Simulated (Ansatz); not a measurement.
Single-point calculation, with input and output: BSiH$_{5}$SF$_{2}$

The run: single-point calculation of BSiH$_{5}$SF$_{2}$. Method and program: RKS PBE0-D4/def2-TZVPP (Ansatz 0.2.0).

The geometry is a transition state. The reaction was set up to form B1–Si6 and S2–H5 and to break B1–S2 and H5–Si6 (atoms counted from 1 in the order of the input); sticks are drawn by distance alone. The geometry comes from this level: PBE0-D4/def2-TZVP.

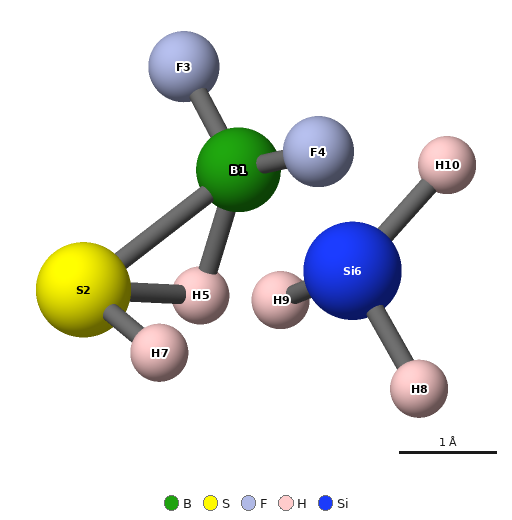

**Figure 1.** The input geometry (ball-and-stick view, seen at a tilt; atoms are numbered from 1 in the order of the input).

Key numbers

- outcome: converged
- total energy: −24896.3261 eV
- mean-field energy: −24896.1374 eV
- dispersion energy: −0.1886 eV
- SCF solution under orbital rotations: stable
- HOMO: −7.61 eV
- LUMO: −1.19 eV
- hardware: 4 threads of Arm Neoverse V2, 23 GiB of memory available, shared host
- wall time: 2.6 s (CPU time 9.6 s)
- peak memory: 0.63 GiB

Input
```yaml
crystal:
  periodic: [false, false, false]
  atoms:
    - {symbol: B, position_ang: [0.184073, -0.951127, -0.122335]}
    - {symbol: S, position_ang: [1.014807, -0.389024, -1.995721]}
    - {symbol: F, position_ang: [-0.780893, -1.847606, -0.394568]}
    - {symbol: F, position_ang: [1.191952, -1.297828, 0.698941]}
    - {symbol: H, position_ang: [0.159424, 0.297146, -0.810558]}
    - {symbol: Si, position_ang: [-0.804535, 0.794383, 0.806748]}
    - {symbol: H, position_ang: [2.132787, 0.079393, -1.416431]}
    - {symbol: H, position_ang: [0.130870, 1.891627, 1.163673]}
    - {symbol: H, position_ang: [-1.957392, 1.333925, 0.042820]}
    - {symbol: H, position_ang: [-1.271093, 0.089111, 2.027531]}
basis:
  gaussian: {orbitals: def2-TZVPP}
hamiltonian: {xc: pbe0, dispersion: d4}
output: {orbitals: {seedname: orbitals}}
```

Command:
```bash
ansatz run in.yaml --threads 4 --pin off --events-out ev --progress --plain --max-ram 9574MiB
```

Log
```
Functional definition: PBE0
  name "PBE0"
  cite "Adamo & Barone, J. Chem. Phys. 110, 6158 (1999) doi:10.1063/1.478522"
  cite "Perdew, Burke & Ernzerhof, Phys. Rev. Lett. 77, 3865 (1996) doi:10.1103/PhysRevLett.77.3865"
  parent pbe
  parameter a = 0.25
  parameter kappa = 0.804
  parameter beta = 0.06672455060314922
  exchange = (1 - a)*pbe_x(kappa = kappa, mu = beta*pi^2/3) + a*exact_x
  correlation = pbe_c(beta = beta)
1382 factors; their error is unknown
mean field evaluation 1: about -24893.7526 eV, gradient 3.9e1 eV
mean field evaluation 2: about -24891.6290 eV, gradient 5.6e1 eV
mean field evaluation 4: about -24896.0897 eV, gradient 1.4e0 eV
mean field evaluation 8: about -24896.0912 eV, gradient 4.6e-2 eV
mean field evaluation 16: about -24896.1374 eV, gradient 5.7e-5 eV
mean field -24896.13738601 eV, -914.9161737280 hartree, gradient 5.7e-5 eV, S^2 0.000000; 0 other end points of the search recorded, 0 dependent functions left out
reference -24896.13741902 eV, -914.9161749408 hartree; 29, 29 occupied and 218, 218 virtual orbitals, 1382 factors
Total energy: -24896.32605900 eV, -914.9231073323 hartree
```

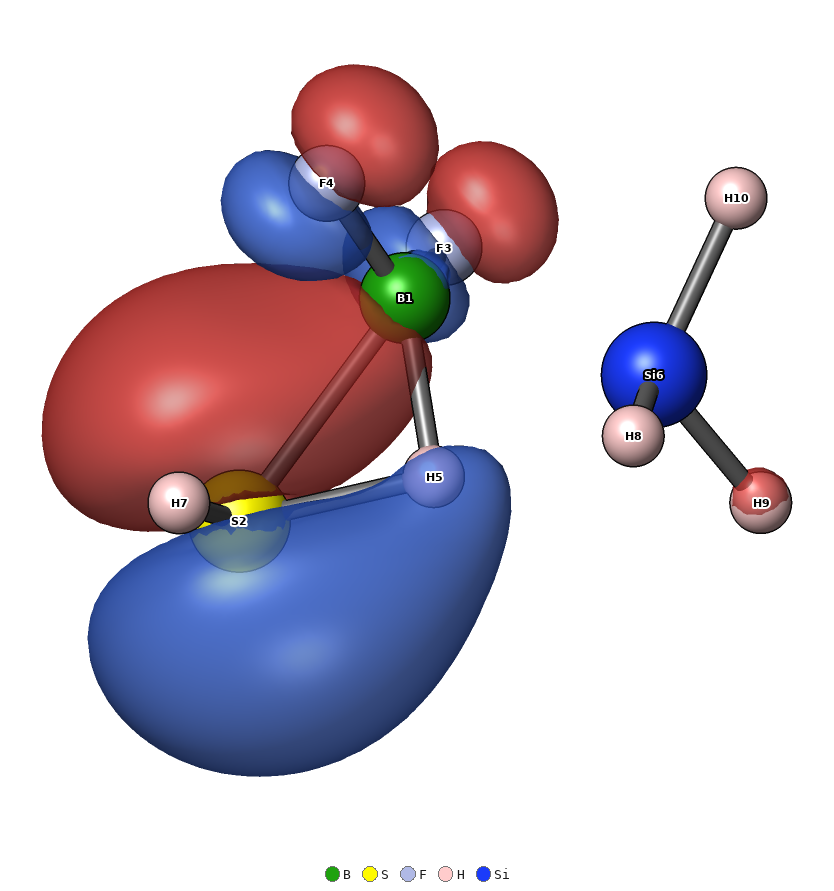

**Figure 2.** One frontier orbital at ±0.08 Å⁻³ᐟ² (red and blue are the two phases), seen at a tilt. The HOMO−1, at −8.59 eV.

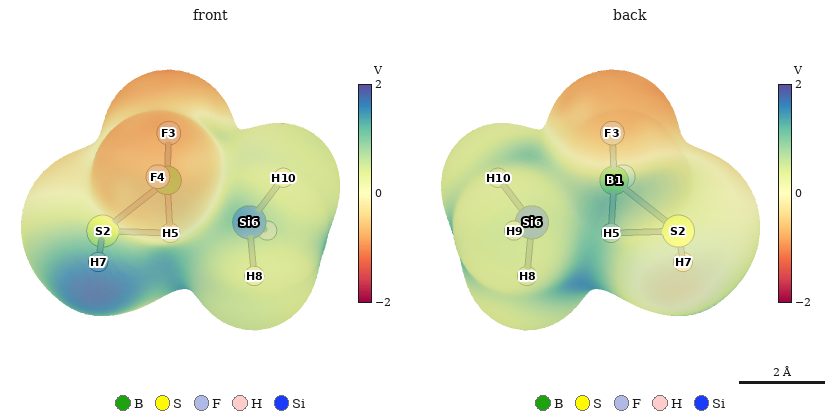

**Figure 3.** The molecular electrostatic potential painted on the density surface at 0.002 e/bohr³, seen face on and from behind; the colour scale runs from red (negative) to blue (positive). A positive charge is drawn to the negative regions and a negative charge to the positive ones.

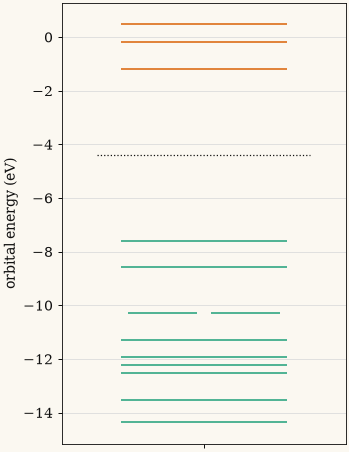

**Figure 4.** Orbital energies near the frontier; the dotted line parts filled from empty levels, and levels within 0.02 eV of each other stand side by side. Highest filled −7.61 eV, lowest empty −1.19 eV, 6.42 eV apart.
